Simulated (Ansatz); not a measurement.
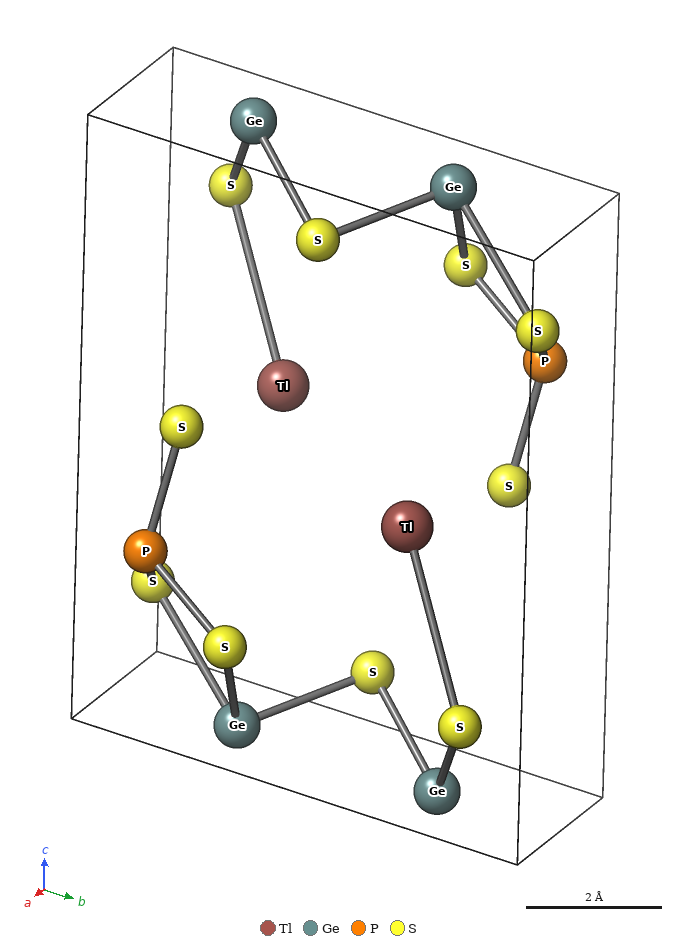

The crystal in a ball-and-stick representation, seen slightly off an axis. The wireframe shows the simulation cell.

```xyz
16
Lattice="6.2170 0.0000 0.0000 -0.2362 7.0236 0.0000 -1.1945 -2.5576 8.5418" Properties=species:S:1:pos:R:3 pbc="T T T"
Tl    0.9790    0.8198    4.6732
Tl    3.8074    3.6463    3.8686
Ge    3.0559    1.9376    0.0077
Ge    1.7305    2.5284    8.5341
P     4.1463    0.0304    2.3191
P     0.6401    4.4356    6.2227
S     2.2451   -0.0204    1.4965
S     2.5413    4.4864    7.0453
S     1.7824    3.4705    1.1420
S     3.0040    0.9955    7.3998
S     4.9711    1.7141    1.5025
S    -0.1848    2.7519    7.0393
S    -0.0477   -0.9581    7.0820
S     4.8341    5.4241    1.4598
S     4.1626    0.0132    4.2957
S     0.6238    4.4529    4.2461
```

The numbers come from Ansatz, DFT, PAW plane waves, r2SCAN, using a basis cut at 500 eV, k-grid 3×3×2, Fermi-Dirac smearing of 0.1 eV, no spin polarisation.

> State the Bader charges by element.

Tl +0.67 e; Ge +1.43 e; P +1.72 e; S -0.92 to -0.69 e.

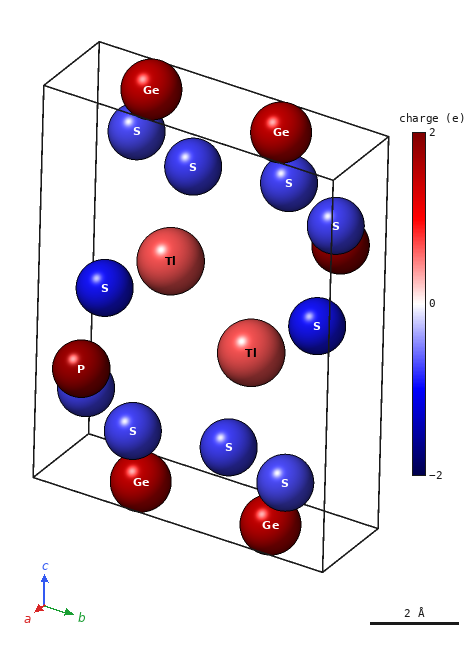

The atoms coloured by those charges.

The picture shows a generated cell, made by putting these elements into a known structure type (the compound may or may not exist in this form); the geometry isn't optimised. It was the input of a calculation with Ansatz.
